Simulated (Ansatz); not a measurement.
The calculation's input:

```
crystal:
  lattice:
    - [3.9572755277, 0.0, 0.0]
    - [-1.9786377639, 3.4271011368, 0.0]
    - [0.0, 0.0, 9.6817786341]
  atoms:
    - { symbol: P, position: [0.0, 0.0, 0.0001135364] }
    - { symbol: As, position: [0.3333333333, 0.6666666667, 0.3303854677] }
    - { symbol: As, position: [0.6666666667, 0.3333333333, 0.6694581247] }
    - { symbol: Ga, position: [0.3333333333, 0.6666666667, 0.0770846615] }
    - { symbol: Ga, position: [0.6666666667, 0.3333333333, 0.4167669734] }
    - { symbol: Ga, position: [0.0, 0.0, 0.7561912363] }
kpoints:
  mp_grid: { grid: [6, 6, 2] }
  band_path:
    path:
      - [0.0, 0.0, 0.0]
      - [0.5, 0.0, 0.0]
      - [0.3333333333, 0.3333333333, 0.0]
      - [0.0, 0.0, 0.5]
      - [0.5, 0.0, 0.5]
      - [0.3333333333, 0.3333333333, 0.5]
    npoints: 1
hamiltonian:
  xc: pbe0
scf:
  occupations: { method: fixed }
  n_extra_bands: 5
output:
  forces: true
  stress: true
  eigenvalues: true
  write_density: true
  write_potential: true
  elf: true
  volumetric_format: npy
```

Run with:

```sh
ansatz run input.yaml --threads 4 --pin off --max-ram 6451MiB --backend cpu --events-out ev --progress --plain --runs-dir out
```

Below, planes, directions and counts refer to the conventional cell (a = 3.96 Å, b = 3.96 Å, c = 9.68 Å, α = 90.00°, β = 90.00°, γ = 120.00°).

Space group P3m1; started from the ordered alloy on zincblende lattice prototype, which need not be the ambient phase.

Computed with DFT, PBE0, plane waves, PAW in Ansatz 0.2.0.

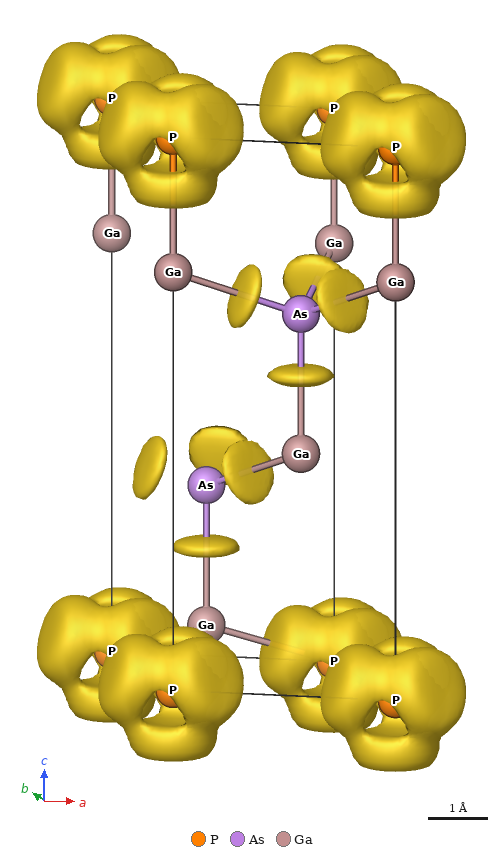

Ga3As2P. Isosurface of the electron localisation function at 0.75 (yellow), seen slightly off an axis. Core shells and regions of very low density are left out. Sticks mark near contacts.

Q: Identify the bonds, lone pairs and shells in this picture.

A: At this value the surface marks out eight regions between bonded As–Ga atoms (shared pairs) and one region on P in which the atom's valence shell and bonds are merged, counted in one cell of 6 atoms. Regions shared between cells count once. Along the contacts the grid gives the following. Ga–P (2.36 Å): the ELF peaks at about 0.95 in the valence shell of P, 0.7 Å from its nucleus, and is about 0.80 at the midpoint. Ga–As (2.43 Å): the ELF peaks at about 0.80 between the atoms: localised, covalent bonding.
